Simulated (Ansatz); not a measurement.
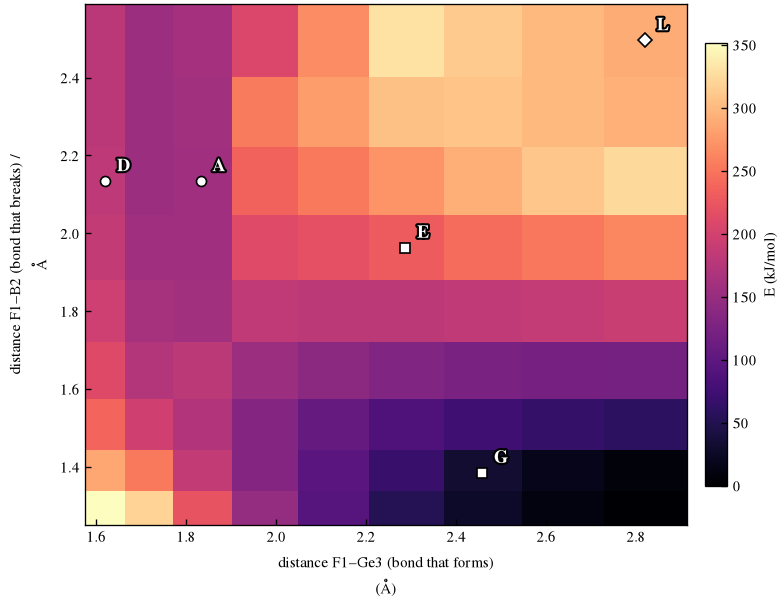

The reacting system BFGeH5 (fragments BFH₂ + GeH₃ where the first distance is long, FGeH₃ + BH₂ where the second is long), spin multiplicity 2. First axis: distance F1–Ge3 (bond that forms). Second axis: distance F1–B2 (bond that breaks). Relaxed at each point: all other coordinates. Grid: 9 × 9 points. Points are written as (first, second). Energies are in kJ/mol, from the lowest grid point. Energies and slopes of some neighbouring points disagree (a jump in structure or state, or too coarse a mesh). Computed with Ansatz 0.2.0, UHF/def2-SVP.

The picture shows one coloured cell a grid point, lettered points.

### Is G the lowest point of the computed grid?

No. G lies 32 kJ/mol above the lowest grid point, which is at (2.820 Å, 1.296 Å).

### Rank the lettered points by energy, lowest first.

G (32 kJ/mol), A (157 kJ/mol), D (181 kJ/mol), E (230 kJ/mol), L (290 kJ/mol).
